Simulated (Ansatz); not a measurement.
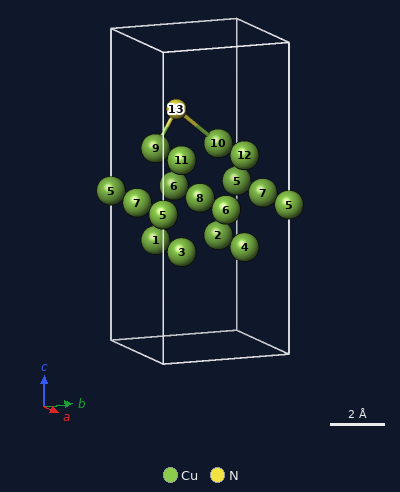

**Figure 1.** The structure (ball-and-stick view of the cell of the calculation, with the vacuum cut short, seen slightly off an axis; atoms are numbered from 1 in the order of the input). An atom can appear more than once, as a periodic image.

Cu$_{12}$N: single-point calculation (part 1 of 2)

System: Cu$_{12}$N (slab, 13 atoms in the cell).
Method: DFT, PBE, plane waves, PAW, PAW set soft_1, no spin polarisation (Ansatz 0.2.0).

The structure derives from an entry of the Crystallography Open Database. Figures and captions count atoms from 1; the log counts them from 0 in places.

The input
```yaml
crystal:
  lattice:
    - [5.1319544695, 0.0, 0.0]
    - [0.0, 5.1319544695, 0.0]
    - [0.0, 0.0, 19.0279314499]
  atoms:
    - { symbol: Cu, position: [0.25, 0.25, 0.2102172803] }
    - { symbol: Cu, position: [0.25, 0.75, 0.2102172803] }
    - { symbol: Cu, position: [0.75, 0.25, 0.2102172803] }
    - { symbol: Cu, position: [0.75, 0.75, 0.2102172803] }
    - { symbol: Cu, position: [0.0, 0.0, 0.3029241295] }
    - { symbol: Cu, position: [0.0, 0.5, 0.3029241295] }
    - { symbol: Cu, position: [0.5, 0.0, 0.3029241295] }
    - { symbol: Cu, position: [0.5, 0.5, 0.3029241295] }
    - { symbol: Cu, position: [0.25, 0.25, 0.395625319] }
    - { symbol: Cu, position: [0.25, 0.75, 0.395625319] }
    - { symbol: Cu, position: [0.75, 0.25, 0.395625319] }
    - { symbol: Cu, position: [0.75, 0.75, 0.395625319] }
    - { symbol: "N", position: [0.25, 0.4166666667, 0.4713883254] }
kpoints:
  mp_grid: { grid: [2, 2, 1] }
hamiltonian:
  xc: pbe
  pseudopotentials: { kind: paw, azcp: { folder: soft_1 } }
scf:
  occupations: { method: gaussian, width: 0.1 }
output:
  forces: true
  eigenvalues: true
efield:
  axis: 3
  dipole_correction: true
  ramp_width: 0.04
accuracy: low
```

Run on 4 threads of Intel Xeon @ 2.50GHz (Skylake/Cascade Lake), 32 GiB of memory available, shared host.

Command:
```bash
ansatz run input.yaml --threads 4 --pin off --max-ram 12288MiB --backend cpu --events-out ev --progress --plain --runs-dir out
```

What the program printed
```
Engine: ansatz 0.2.0, x86_64-unknown-linux-gnu
Pseudopotentials: kind: paw
Pseudopotential: Cu, paw, valence charge 19, recommended cutoff 420 eV (normal), [file]
Pseudopotential: N, paw, valence charge 5, recommended cutoff 420 eV (normal), [file]
Functional definition: PBE
  parameter kappa = 0.804
  parameter beta = 0.06672455060314922
  exchange = pbe_x(kappa = kappa, mu = beta*pi^2/3)
  correlation = pbe_c(beta = beta)
Crystal: 13 atoms, lattice volume = 501.138 Å³
Basis set: ecut = 420 eV, 9751 PW (Γ), exchange–correlation on 72×72×256 points (8 copies of the dense FFT grid, shifted against one another)
Bands: 140, of which v1, the nominal top of the filled ones, is band 117 counted from 1 (116 counted from 0)
Symmetry: 2 space group operations
Space group: Pm (ITA 6), of the structure as read, at distance tolerance 7.9e-5 Å
k-points: 4
Non-local potential: Cu, projectors of the file, l = 0: 3, l = 1: 2, l = 2: 3, l = 3: 1
Non-local potential: N, projectors of the file, l = 0: 2, l = 1: 2, l = 2: 1
PAW form: soft (Blöchl's): semilocal exchange-correlation on the pseudo side does not see the compensation charge
PAW one-centre angular grid: Cu, 590 points (default); XC on 64 Gauss nodes
PAW one-centre angular grid: N, 110 points (default); XC on 64 Gauss nodes
Initial density: superposition of atomic densities (neutral atoms: chi_scale 0, normalization atom)
Initial wavefunctions: pseudopotential atomic-orbital guess
Functional: x = pbe(κ = 0.804, μ = 0.2195149727645171), c = pbe(β = 0.06672455060314922)
SCF iter   1: F=—  HF=-79892.019528 eV  |F-HF|=—  |Δ(HF+E_count)|=         —  Δρ=1.56e-1  dr2=9.67e1  ethr=3.10e-3  p=0.000 e·Å  D=8.44e-5 V/Å  ΔV_dip=-0.00 eV  dr2_dipole=3.43e0  V_vac-E_F(+/−)=4.49/4.49 eV  ⟨swp⟩=11.2  Hψ=2648  notcnv=0  defer=9
efield: sawtooth ramp at fractional position 0.8208 (placed from the atoms, in the widest stretch of the axis that holds none; the zero of the levels goes with the place), width 0.0400; the density the first Hamiltonian is built on has a dipole p = 0.000 e·Å; the dipole correction subtracts the counter field D = 8.44e-5 V/Å, which shifts the + side's vacuum level by -0.00 eV against the − side's; the planar-averaged density in the ramp window peaks in size at 5.0e-5 e/Å³
preconditioner: auto → LDOS  [insulator: Δε(μ)=0.098 eV  Ē_g=7.032 eV  σ=0.100 eV  W_gap=0.51  n_scr=110 (ndim 8)  ℏωp=19.4 eV  f_vac=0.633  D(μ)=7.26/eV (n_scr^D=36)  ε∞_Penn≈8.6  β→1.0]
SCF iter   2: F=—  HF=-79931.922203 eV  |F-HF|=—  |Δ(HF+E_count)|=    3.99e1  Δρ=2.42e-1  dr2=1.89e2  ethr=3.10e-3  p=-0.275 e·Å  D=-9.94e-2 V/Å  ΔV_dip=1.89 eV  dr2_dipole=2.83e0  V_vac-E_F(+/−)=4.67/2.78 eV  ⟨swp⟩=4.0  Hψ=1704  notcnv=0  defer=67  recentre
preconditioner: auto → Resta (q_TF=auto, 2.401 Å⁻¹)  ε∞=5.0  [insulator: Δε(μ)=0.395 eV  Ē_g=9.665 eV  σ=0.100 eV  W_gap=0.99  n_scr=110 (ndim 8)  ℏωp=19.4 eV  f_vac=0.648  D(μ)=0.12/eV (n_scr^D=0)  ε∞_Penn≈5.0  vacuum switching on, ρ_ref=6.8e-3 e/Å³  β→0.5]
SCF iter   3: F=—  HF=-79880.873924 eV  |F-HF|=—  |Δ(HF+E_count)|=    5.10e1  Δρ=5.38e-2  dr2=5.62e1  ethr=3.10e-3  p=-0.449 e·Å  D=-1.62e-1 V/Å  ΔV_dip=3.09 eV  dr2_dipole=1.73e1  V_vac-E_F(+/−)=6.31/3.22 eV  ⟨swp⟩=4.0  Hψ=1459  notcnv=0  defer=63
SCF iter   4: F=—  HF=-79878.499469 eV  |F-HF|=—  |Δ(HF+E_count)|=    2.37e0  Δρ=2.95e-2  dr2=1.36e1  ethr=3.10e-3  p=-0.101 e·Å  D=-3.66e-2 V/Å  ΔV_dip=0.70 eV  dr2_dipole=3.77e0  V_vac-E_F(+/−)=5.45/4.75 eV  ⟨swp⟩=2.5  Hψ=960  notcnv=0  defer=58
SCF iter   5: F=—  HF=-79878.010658 eV  |F-HF|=—  |Δ(HF+E_count)|=   4.89e-1  Δρ=1.92e-2  dr2=1.86e0  ethr=3.10e-3  p=-0.185 e·Å  D=-6.69e-2 V/Å  ΔV_dip=1.27 eV  dr2_dipole=5.86e-2  V_vac-E_F(+/−)=5.83/4.56 eV  ⟨swp⟩=2.0  Hψ=709  notcnv=0  defer=64
SCF iter   6: F=—  HF=-79877.880837 eV  |F-HF|=—  |Δ(HF+E_count)|=   1.30e-1  Δρ=7.17e-3  dr2=3.40e-1  ethr=7.98e-4  p=-0.201 e·Å  D=-7.24e-2 V/Å  ΔV_dip=1.38 eV  dr2_dipole=1.13e-2  V_vac-E_F(+/−)=5.97/4.59 eV  ⟨swp⟩=2.0  Hψ=694  notcnv=0  defer=64
SCF iter   7: F=—  HF=-79877.864413 eV  |F-HF|=—  |Δ(HF+E_count)|=   1.64e-2  Δρ=5.11e-3  dr2=8.44e-2  ethr=1.46e-4  p=-0.209 e·Å  D=-7.54e-2 V/Å  ΔV_dip=1.44 eV  dr2_dipole=8.14e-4  V_vac-E_F(+/−)=6.09/4.65 eV  ⟨swp⟩=2.2  Hψ=767  notcnv=0  defer=64
SCF iter   8: F=—  HF=-79877.870548 eV  |F-HF|=—  |Δ(HF+E_count)|=   6.13e-3  Δρ=3.16e-3  dr2=2.64e-2  ethr=3.62e-5  p=-0.215 e·Å  D=-7.75e-2 V/Å  ΔV_dip=1.47 eV  dr2_dipole=1.07e-6  V_vac-E_F(+/−)=6.15/4.68 eV  ⟨swp⟩=2.0  Hψ=807  notcnv=0  defer=64
SCF iter   9: F=—  HF=-79877.875024 eV  |F-HF|=—  |Δ(HF+E_count)|=   4.48e-3  Δρ=1.35e-3  dr2=7.54e-3  ethr=1.13e-5  p=-0.215 e·Å  D=-7.75e-2 V/Å  ΔV_dip=1.47 eV  dr2_dipole=3.01e-4  V_vac-E_F(+/−)=6.17/4.70 eV  ⟨swp⟩=2.0  Hψ=753  notcnv=0  defer=64
SCF iter  10: F=—  HF=-79877.878367 eV  |F-HF|=—  |Δ(HF+E_count)|=   3.34e-3  Δρ=1.44e-3  dr2=7.18e-3  ethr=3.24e-6  p=-0.215 e·Å  D=-7.76e-2 V/Å  ΔV_dip=1.48 eV  dr2_dipole=8.20e-5  V_vac-E_F(+/−)=6.18/4.70 eV  ⟨swp⟩=2.0  Hψ=944  notcnv=0  defer=64
SCF iter  11: F=—  HF=-79877.877593 eV  |F-HF|=—  |Δ(HF+E_count)|=   7.74e-4  Δρ=3.82e-4  dr2=6.38e-4  ethr=3.08e-6  p=-0.215 e·Å  D=-7.76e-2 V/Å  ΔV_dip=1.48 eV  dr2_dipole=1.45e-5  V_vac-E_F(+/−)=6.19/4.71 eV  ⟨swp⟩=2.0  Hψ=731  notcnv=0  defer=64
SCF iter  12: F=—  HF=-79877.877692 eV  |F-HF|=—  |Δ(HF+E_count)|=   9.85e-5  Δρ=2.12e-4  dr2=4.31e-4  ethr=2.74e-7  p=-0.214 e·Å  D=-7.74e-2 V/Å  ΔV_dip=1.47 eV  dr2_dipole=8.99e-5  V_vac-E_F(+/−)=6.18/4.71 eV  ⟨swp⟩=2.5  Hψ=762  notcnv=0  defer=64
SCF iter  13: F=—  HF=-79877.877695 eV  |F-HF|=—  |Δ(HF+E_count)|=   3.19e-6  Δρ=2.15e-4  dr2=8.10e-4  ethr=1.85e-7  p=-0.215 e·Å  D=-7.78e-2 V/Å  ΔV_dip=1.48 eV  dr2_dipole=2.47e-4  V_vac-E_F(+/−)=6.19/4.71 eV  ⟨swp⟩=1.8  Hψ=508  notcnv=0  defer=64
SCF iter  14: F=—  HF=-79877.877764 eV  |F-HF|=—  |Δ(HF+E_count)|=   6.89e-5  Δρ=1.38e-4  dr2=1.49e-4  ethr=1.85e-7  p=-0.215 e·Å  D=-7.76e-2 V/Å  ΔV_dip=1.48 eV  dr2_dipole=3.31e-5  V_vac-E_F(+/−)=6.18/4.71 eV  ⟨swp⟩=1.0  Hψ=496  notcnv=0  defer=64
SCF iter  15: F=—  HF=-79877.877785 eV  |F-HF|=—  |Δ(HF+E_count)|=   2.12e-5  Δρ=1.56e-4  dr2=1.18e-4  ethr=6.38e-8  p=-0.215 e·Å  D=-7.75e-2 V/Å  ΔV_dip=1.47 eV  dr2_dipole=7.94e-6  V_vac-E_F(+/−)=6.18/4.71 eV  ⟨swp⟩=2.0  Hψ=754  notcnv=0  defer=64
SCF iter  16: F=—  HF=-79877.877759 eV  |F-HF|=—  |Δ(HF+E_count)|=   2.58e-5  Δρ=2.62e-5  dr2=3.13e-6  ethr=5.05e-8  p=-0.215 e·Å  D=-7.75e-2 V/Å  ΔV_dip=1.47 eV  dr2_dipole=2.19e-7  V_vac-E_F(+/−)=6.18/4.71 eV  ⟨swp⟩=2.0  Hψ=638  notcnv=0  defer=64
SCF iter  17: F=—  HF=-79877.877790 eV  |F-HF|=—  |Δ(HF+E_count)|=   3.02e-5  Δρ=3.45e-5  dr2=7.22e-6  ethr=1.34e-9  p=-0.215 e·Å  D=-7.75e-2 V/Å  ΔV_dip=1.47 eV  dr2_dipole=3.39e-7  V_vac-E_F(+/−)=6.18/4.71 eV  ⟨swp⟩=3.2  Hψ=1054  notcnv=0  defer=64
SCF iter  18: F=—  HF=-79877.877789 eV  |F-HF|=—  |Δ(HF+E_count)|=   1.45e-7  Δρ=1.90e-5  dr2=2.63e-6  ethr=1.34e-9  p=-0.215 e·Å  D=-7.75e-2 V/Å  ΔV_dip=1.47 eV  dr2_dipole=3.83e-7  V_vac-E_F(+/−)=6.18/4.71 eV  ⟨swp⟩=2.0  Hψ=833  notcnv=0  defer=64
SCF iter  19: F=—  HF=-79877.877789 eV  |F-HF|=—  |Δ(HF+E_count)|=   3.12e-8  Δρ=1.04e-5  dr2=6.12e-7  ethr=1.13e-9  p=-0.215 e·Å  D=-7.75e-2 V/Å  ΔV_dip=1.47 eV  dr2_dipole=9.33e-8  V_vac-E_F(+/−)=6.18/4.71 eV  ⟨swp⟩=2.0  Hψ=695  notcnv=0  defer=64
SCF iter  20: F=—  HF=-79877.877790 eV  |F-HF|=—  |Δ(HF+E_count)|=   2.34e-8  Δρ=8.53e-6  dr2=3.86e-7  ethr=2.63e-10  p=-0.215 e·Å  D=-7.75e-2 V/Å  ΔV_dip=1.47 eV  dr2_dipole=4.46e-8  V_vac-E_F(+/−)=6.18/4.71 eV  ⟨swp⟩=2.0  Hψ=748  notcnv=0  defer=64
SCF iter  21: F=—  HF=-79877.877790 eV  |F-HF|=—  |Δ(HF+E_count)|=   6.64e-9  Δρ=7.99e-6  dr2=1.06e-6  ethr=1.66e-10  p=-0.215 e·Å  D=-7.75e-2 V/Å  ΔV_dip=1.47 eV  dr2_dipole=2.92e-7  V_vac-E_F(+/−)=6.18/4.71 eV  ⟨swp⟩=2.0  Hψ=754  notcnv=0  defer=64  recentre
SCF iter  22: F=-79877.877790 eV  HF=-79877.877790 eV  |F-HF|=3.05e-8  |Δ(HF+E_count)|=   1.39e-8  Δρ=1.42e-6  dr2=1.74e-8  ethr=4.29e-11  p=-0.215 e·Å  D=-7.75e-2 V/Å  ΔV_dip=1.47 eV  dr2_dipole=7.22e-10  V_vac-E_F(+/−)=6.18/4.71 eV  ⟨swp⟩=14.8  Hψ=2928  notcnv=0
WARN: efield: at this solve's end the planar-averaged density reaches 5.05e-5 e/Å³ inside the ramp window [0.7682, 0.9134] (bound 1e-5 e/Å³), and -4.83e-5 e/Å³ on another of its planes; by the running means of the window's planes the mean density over a ramp is at most 1.06e-5 e/Å³, which is held to the bound (the quickstart, § The vacuum guard, A window that rings); the window's nearer edge stands 5.65 Å from this solve's nearest atom along the axis. Its work functions, free energy, forces, stress, dipole, levels and responses can be off, and this figure does not tell by how much. A short vacuum, a low `basis.ecutwfc` or `basis.ecutrho_ratio` and negative occupations (`scf.occupations.method`) can put density there. See the manual's quickstart, § The vacuum guard
SCF 1 converged in 22 iterations: F = -79877.877790 eV  dr2 = 1.74e-8
  greatest PAW one-centre occupation: 1.000 electrons in one spin orbital (limit 2), on the Cu atom at site 11 (counted from 0), in its partial waves of l = 0
```

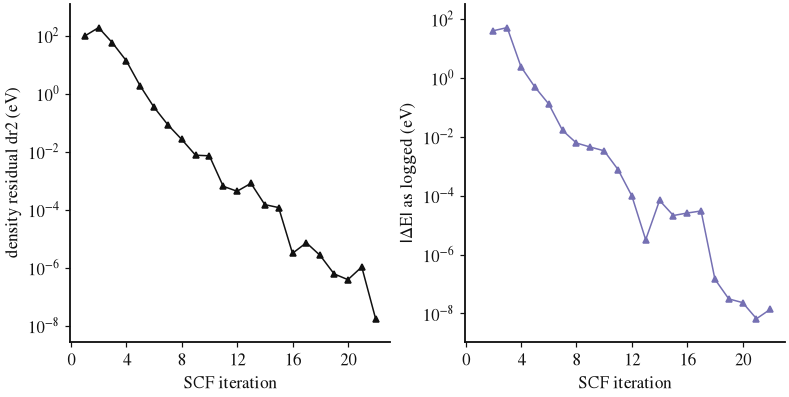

**Figure 2.** Convergence of the self-consistent field: density residual dr2 and size of the energy change against the SCF iteration. The residual falls unevenly and jumps up by a factor of two or more 2 times on the way down.

```
SCF converged after 22 iterations
Free energy (F): -79877.877790 eV
Harris-Foulkes:  -79877.877790 eV  (|F-HF|=3.05e-8)
Internal energy: -79877.835241 eV  (E = F + TS)
E sigma→0 (E₀):  -79877.856516 eV
Entropy (-TS):   -0.042548 eV (-3.273 meV/atom)
Fermi energy:    0.950426 eV
Dipole field:    D = -0.077528 V/Å  (p = -0.214710 e·Å, saw-weighted, corrected)
Work function:   Φ+ = 6.1851 eV   Φ− = 4.7097 eV
Levels:          The Fermi level and band energies are counted from a zero that moves with the ramp; work functions are not
Vacuum region:   at the solve's end the planar-averaged density reaches 5.05e-5 e/Å³ inside the ramp window [0.7682, 0.9134] (bound 1e-5 e/Å³), and -4.83e-5 e/Å³ on another of its planes; by the running means of the window's planes the mean density over a ramp is at most 1.06e-5 e/Å³, which is held to the bound (the quickstart, § The vacuum guard, A window that rings)
--- Per-component energies (eV) ---
  E_band       = -7905.441851
  E_kinetic    = 3250.120818
  E_local      = -364105.798016  (includes V_loc(G=0)·N_el)
  E_nonlocal   = 10737.187300
  E_hartree    = 176147.576303
  E_xc         = -873.740959
  E_vxc        = -1125.552654  (∫ρ·V_xc dr)
  E_paw        = -21922.519470  (= ΣΔE_a)
  E_vpaw       = -8944.865052  (= ΣTr[D̂ρ^β])
  E_aug_tail   = 0.012463  (compensation charges beyond the density's cutoff)
  E_efield     = 0.008323  (sawtooth field / dipole correction)
  E_vefield    = -11.761026  (∫n·V_field dr)
  E_ewald      = 116889.317997
  E_smearing   = -0.042548  (= −TS)
  E_closure    = 0.000000  (closes the sum)
  Σ components = -79877.877790   (vs F -79877.877790, Δ=0.00e0)
```
